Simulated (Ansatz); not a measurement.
# Decaying states in the gap of In2Br3Cl3, part 4 of 4

A new crystal, In2Br3Cl3: structure, gap and complex bands. It is built by putting Br for part of the Cl in the InCl3 structure of space group P6_3/mmc, with the volume rescaled by atomic radii. The parent structure comes from the Materials Project.

Ansatz 0.2.0; r2SCAN DFT, plane waves, PAW files (the session's first sound run).

So far, gap on the k-mesh (eV): step 3 (the bulk crystal and its band edges, r2SCAN) 2.39; step 7 (PBEsol, cutoff 420 eV) 1.90.

The structure was built from a prototype and need not be the compound's stable phase.

### 9. The same cell, other settings: scf.lower_state_search = "light"

This step: r2SCAN DFT, plane waves, PAW files; complex bands by layer matching along the plane's normal; changed: scf.lower_state_search = "light" (Ansatz 0.2.0).

This run repeats an earlier one, its twin (the complex run, plane (001)), with one setting changed (scf.lower_state_search; files written aside). It is meant to test how the run responds. Where the input is shown as a difference, that is against the step before, not the twin.

The input, input.yaml:

```yaml
crystal:
  lattice:
    - [3.522278392, 0.0, 0.0]
    - [0.0, 10.569673639, 0.0]
    - [0.0, 6.731283684, 6.368410699]
  atoms:
    - { symbol: In, position: [0.25, 0.3047976793, 0.4195572632] }
    - { symbol: In, position: [0.75, 0.6890119696, 0.5837854518] }
    - { symbol: Br, position: [0.75, 0.5774015871, 0.2563502624] }
    - { symbol: Br, position: [0.75, 0.2430169526, 0.252693524] }
    - { symbol: Cl, position: [0.75, 0.1151753568, 0.7157216976] }
    - { symbol: Cl, position: [0.25, 0.4386128862, 0.7331567331] }
    - { symbol: Br, position: [0.25, 0.7498542756, 0.7515487339] }
    - { symbol: Cl, position: [0.25, 0.8821292929, 0.287186334] }
kpoints:
  mp_grid: { grid: [6, 4, 4] }
scf:
  occupations: { method: fixed }
  lower_state_search: light
hamiltonian:
  xc: r2scan
output:
  eigenvalues: true
  transmission:
    leads: [[0, 0]]
    kpoints: [[0.0, 0.0], [-0.5, 0.0]]
    e_range: [-1.0, 3.39]
    de: 0.07
```

Launch:

```
$ ansatz run input.yaml --threads 2 --pin off --max-ram 4096MiB --backend cpu --events-out ev --progress --plain --runs-dir out
```

Numbers of over 12 decimals in the logs are rounded to 6 here.

The program printed:

```text
[...]
Crystal: 8 atoms, lattice volume = 237.092 Å³
Basis set: ecut = 500 eV, 6021 PW (Γ), exchange–correlation on 108×320×288 points (64 copies of the dense FFT grid, shifted against one another)
Bands: 42, of which v1, the nominal top of the filled ones, is band 34 counted from 1 (33 counted from 0)
Symmetry: 2 space group operations
[...]
k-points: 40 of 96 (time reversal used)
[...]
SCF iter   1: F=—  HF=-22861.310702 eV  |F-HF|=—  |Δ(HF+E_count)|=         —  Δρ=6.37e-3  dr2=1.05e-1  dr2_τ=3.21e-2  ethr=1.77e-3  ⟨swp⟩=5.1  Hψ=5997  notcnv=0  defer=240
[...]
SCF iter   6: F=-22861.346170 eV  HF=-22861.346170 eV  |F-HF|=4.01e-8  |Δ(HF+E_count)|=   1.10e-6  Δρ=5.57e-6  dr2=9.23e-8  dr2_τ=8.14e-9  ethr=1.47e-10  ⟨swp⟩=12.4  Hψ=9527  notcnv=0
SCF 1 converged in 6 iterations: F = -22861.346170 eV  dr2 = 9.23e-8
[...]
transmission: 11 of 22 steps passed
transmission: 22 of 22 steps passed
SCF converged after 6 iterations
Free energy (F): -22861.346170 eV
[...]
Internal energy: -22861.346170 eV  (E = F + TS)
E sigma→0 (E₀):  -22861.346170 eV
Fermi energy:    2.313463 eV
[...]
--- Band table (eV; the first three rows and the last of 40) ---
  k-point 0: bands = [... 30 lower, 1.9195, 1.9909, 2.1383, 2.2963, 4.9463, 5.6763, 8.3520, 8.7235, ... 4 higher]
  k-point 1: bands = [... 30 lower, 1.8621, 1.9121, 2.1280, 2.3057, 5.2484, 5.6596, 8.3535, 8.7532, ... 4 higher]
  k-point 2: bands = [... 30 lower, 1.7919, 1.9006, 2.1233, 2.3135, 5.5034, 5.6538, 8.4276, 8.8241, ... 4 higher]
  k-point 39: bands = [... 30 lower, 1.5969, 1.7436, 1.8049, 1.9414, 4.7646, 4.9103, 8.3530, 8.5082, ... 4 higher]
--- Transmission ---
  basis      : 399 plane waves across, 11 finite elements along
  points     : 2, as listed
[...]
crystal 0  : Br3Cl3In2, at the sites [0, 0], period 6.3684 Å: whole cells are its period
[...]
channels       : 0.000000e0 a spin
[...]
slowest decay  : 0.2946 /Å at (0.0000, 0.0000)
```

It took 3 min on 2 threads of Arm Neoverse V2, shared host; peak memory 2 GiB; 5.3 min of CPU time.

A gap read on the k-mesh alone can miss the band edges.

Numbers from this step:

```
free energy                                               : -22861.3462 eV
Fermi energy                                              : 2.313 eV
gap on the k-mesh                                         : 2.391 eV
level to which the leads are filled                       : 1.195 eV from the Fermi level
decay constant at the filling level, zone centre          : 0.2946 Å⁻¹
decay constant at the filling level, slowest listed point : 0.2946 Å⁻¹
```

K parallel (0, 0); values up to 1.5 1/Å, a degenerate pair printed once or twice; energies at which all values exceed this have no row. Im kz of the slowest decaying states against energy, zero at the highest filled level on the SCF mesh:

| energy (eV) | decay 1 (Å⁻¹) | decay 2 (Å⁻¹) | decay 3 (Å⁻¹) | decay 4 (Å⁻¹) |
| --- | --- | --- | --- | --- |
| -1.0000 | 0.166 | 0.213 | 0.268 | 0.509 |
| -0.7200 | 0.221 | 0.253 | 0.286 | 0.366 |
| -0.5100 | 0.295 | 0.353 | 0.388 | 0.432 |
| -0.2300 | 0.121 | 0.297 | 0.331 | 0.359 |
| -0.0200 | 0.109 | 0.194 | 0.369 | 0.390 |
| 0.2600 | 0.244 | 0.414 | 0.420 | 0.475 |
| 0.4700 | 0.267 | 0.437 | 0.437 | 0.490 |
| 0.7500 | 0.285 | 0.453 | 0.459 | 0.504 |
| 1.0300 | 0.294 | 0.464 | 0.476 | 0.514 |
| 1.2400 | 0.294 | 0.470 | 0.486 | 0.518 |
| 1.5200 | 0.287 | 0.475 | 0.496 | 0.521 |
| 1.7300 | 0.276 | 0.475 | 0.501 | 0.522 |
| 2.0100 | 0.249 | 0.473 | 0.504 | 0.522 |
| 2.2200 | 0.216 | 0.468 | 0.502 | 0.522 |
| 2.5000 | 0.134 | 0.458 | 0.492 | 0.523 |
| 2.7800 | 0.438 | 0.476 | 0.523 | 0.831 |
| 2.9900 | 0.413 | 0.456 | 0.523 | 0.834 |
| 3.2700 | 0.150 | 0.307 | 0.401 | 0.521 |

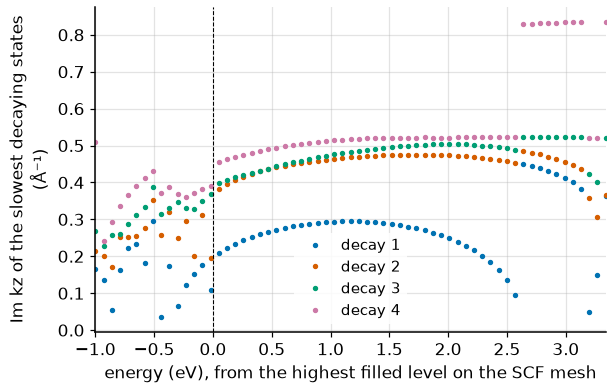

Im kz of the slowest decaying states, plotted against energy.

K parallel (-0.5, 0); values up to 1.5 1/Å, a degenerate pair printed once or twice; energies at which all values exceed this have no row. The Im kz of the slowest decaying states by energy, zero at the highest filled level on the SCF mesh:

| energy (eV) | decay 1 (Å⁻¹) | decay 2 (Å⁻¹) | decay 3 (Å⁻¹) | decay 4 (Å⁻¹) |
| --- | --- | --- | --- | --- |
| -1.000 | 0.211 | 0.324 | 0.348 | 0.501 |
| -0.510 | 0.145 | 0.225 | 0.308 | 0.334 |
| -0.020 | 0.311 | 0.418 | 0.431 | 0.436 |
| 0.470 | 0.404 | 0.471 | 0.472 | 0.482 |
| 1.030 | 0.451 | 0.482 | 0.503 | 0.511 |
| 1.520 | 0.462 | 0.467 | 0.515 | 0.521 |
| 2.010 | 0.384 | 0.452 | 0.517 | 0.521 |
| 2.500 | 0.231 | 0.505 | 0.508 | 0.549 |
| 2.990 | 0.480 | 0.487 | 0.549 | 0.577 |

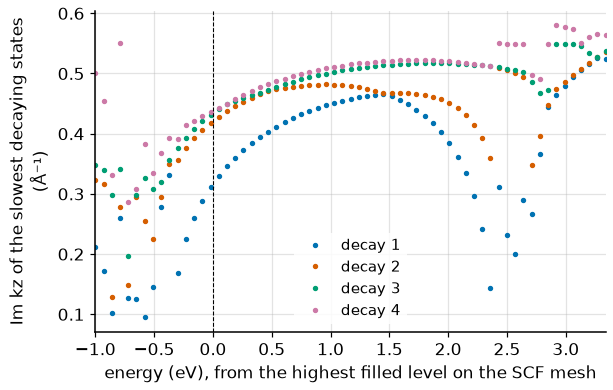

Im kz of the slowest decaying states against energy.

The energy agrees with the twin's within 2e-6 eV and the result to the printed digits, after as many cycles: the change makes no difference here.

### 10. What came out

| Item | Value |
| --- | --- |
| band gap | 2.39 eV |
| least decay constant at mid-gap, normal to (001) | 0.295 Å⁻¹ |
| least decay constant at mid-gap, normal to (100) | 0.294 Å⁻¹ |
| least decay constant on a mesh, normal to (001) | 0.295 Å⁻¹ |
| least decay constant, PBEsol | 0.256 Å⁻¹ |

In words: With r2SCAN, the slowest decay at the wavevectors tried is κ = 0.294 Å⁻¹, normal to (100). Through such a film the transmission near mid-gap falls as exp(−2κd), a factor of ten every 3.9 Å. The directions tried decay at nearly the same rate. A free electron under a barrier of half the gap would need a mass of 0.28 mₑ to decay at this rate. With PBEsol the gap goes from 2.39 to 1.90 eV and the decay constant, over the first 2 listed wavevectors, from 0.295 to 0.256 Å⁻¹. The compound is made up by substitution; its stability against other phases and against distortions of the cell's symmetry was not tested. r2SCAN still narrows gaps, if less than LDA and GGA do, so real decay constants are likely larger.

[Logs are printed without paths, hosts, clocks, repeated set-up lines and the standing remarks that a program may print on its own settings, such as how far it seeks lower states.]

[Hosts, paths, dates, database ids (printed as entryN), source tags and the programs' standing remarks are cut or masked in the printed files.]

[New means built here by substitution; the compound itself may be known and measured.]
